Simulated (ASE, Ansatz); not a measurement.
# Force difference against the radius of support functions in AlN(11-20)/C(110) interface (80 atoms)

The cell holds 80 atoms: 16 Al, 16 N and 48 C. Cell: a = 10.741 Å, b = 5.013 Å, c = 22.270 Å, α = 90.0°, β = 90.0°, γ = 90.0°. It derives from AlN and C. Wurtzite AlN(11-20), 4 repeat layers, 2 surface cells, strained -0.37 and +0.63 %; diamond-structure C(110), 4 layers, 6 cells, +0.37 and -0.62 %; outer planes 1.82 Å apart, 12 Å of vacuum above; not relaxed, displaced by a Gaussian of 0.02 Å. Regions: AlN, 32 atoms (16 Al and 16 N); C, 48 atoms (48 C). Vacuum lies along c.

Calculated with Ansatz 0.2.0: Kohn-Sham DFT, PBE, PAW (set soft_2), localised support functions (medium), with the radius typed; the reference is Kohn-Sham DFT, PBE, PAW (set soft_2), plane waves, cutoff 420 eV, k-mesh 1×3×1, gaussian smearing of 0.025 eV, with an r.m.s. force component of 1.58 eV/Å.

| radius (Å) | r.m.s. force difference (meV/Å) | time |
| --- | --- | --- |
| 3.22 | 0.695 | 1.8 min |
| 3.49 | ? | ? |
| 3.72 | 0.654 | 2.7 min |
| 3.98 | 0.65 | 3.3 min |
| 4.48 | 0.649 | 4.8 min |

Task: Fit a power law of the radius to the rows given and interpolate to the withheld row.

Worked fit:

A power law y = A x^b is a line in u = ln x and v = ln y.

```
u = ln x   v = ln y
 1.16938  -0.363843
 1.31372  -0.424648
 1.38128  -0.430783
 1.49962  -0.432323
```

With n = 4: mean u = 1.34100, mean v = -0.412899, Σ(u − ū)² = 0.056981, Σ(u − ū)(v − v̄) = -0.011900. Slope b = -0.011900 / 0.056981 = -0.20884; intercept a = v̄ − b ū = -0.13285.

At the withheld row u = 1.250, v = a + b u = -0.3939, and y = exp(v).

Prediction at 3.49: 0.6744 meV/Å. The run gave 0.657 meV/Å, so the fit is high by 0.017 meV/Å (2.7 % of the value).

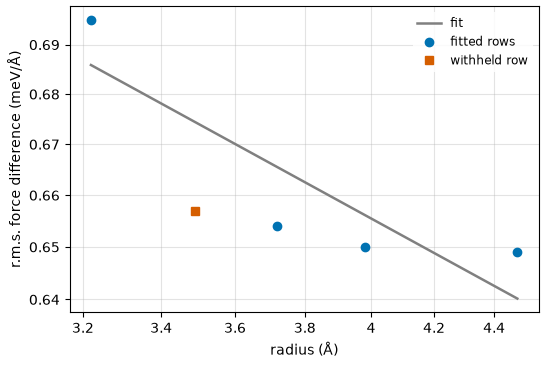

The fit, the rows that it rests on and the withheld row.

The fitted exponent is -0.21. Between neighbouring rows, the withheld one included, the exponents are -0.70, -0.072, -0.091 and -0.013, so one power law doesn't hold over the range: the values level off at a floor. Among the rows given, the largest relative miss of the fit is at 3.72, by 0.012 meV/Å (1.8 %).

Limits: The difference holds the reference's own basis error, which sets a floor under it.

[Logs are printed without paths, hosts, clocks, repeated set-up lines and the standing remarks that a program may print on its own settings, such as how far it seeks lower states.]

[Hosts, paths, dates, database ids (printed as entryN), source tags and the programs' standing remarks are cut or masked in the printed files.]
